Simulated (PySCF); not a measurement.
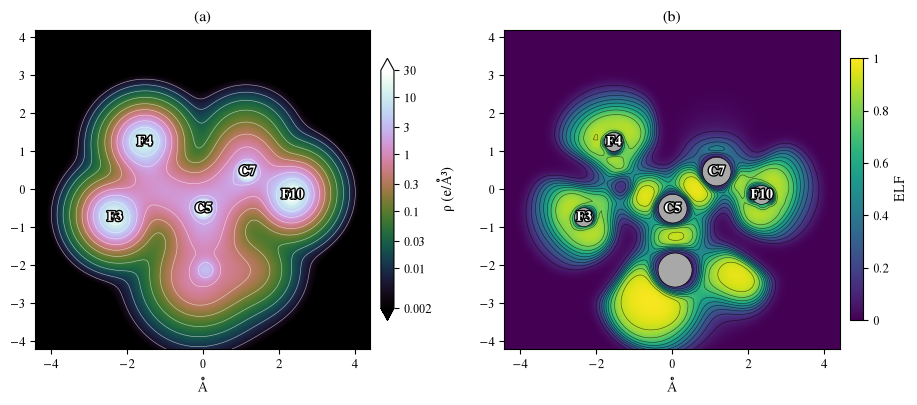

*C3HF6P (SMILES FC(F)(F)C(=P)C(F)(F)F). (a) electron density; (b) electron localisation function on the plane of atoms C5, C7 and F10. Grey discs cover the atomic cores in the ELF map.*

Geometry: PBE0-D3(BJ)/def2-SVP.

The calculation used wB97X-D/def2-SVPD, SCF density, gas phase in PySCF.

Input file:

```
{"job": {"kind": "uv", "xc": "wB97X-D", "basis": "def2-SVPD", "ip": true, "dynamic": false}, "charge": 0, "multiplicity": 1}
F      1.781647     0.127636     1.310596
C      1.437273    -0.114086     0.046393
F      2.316465     0.512516    -0.735776
F      1.564831    -1.424191    -0.164241
C      0.025858     0.352710    -0.234741
P     -0.201650     1.723007    -1.170564
C     -1.058678    -0.516456     0.363722
F     -1.230871    -1.619865    -0.363912
F     -0.738365    -0.893800     1.601324
F     -2.233122     0.108126     0.425451
H     -1.628276     1.713144    -1.090911
```

Command:

```sh
OMP_NUM_THREADS=1 python probes_run.py task.json out
```

**What do the fields say about this system?**

The section cuts through F and C sites.
C–F (1.33 Å): ρ at the midpoint is about 2.4 e/Å³; the ELF peaks at about 0.85 between the atoms; a shared but strongly polarised pair.
C–C (1.51 Å): the density is about 1.8 e/Å³ at the midpoint; the ELF peaks at about 1 between the atoms, as expected for a covalent bond.
The ELF also peaks beside P6, F10, F3 and F4, away from the bonds: lone-pair regions.
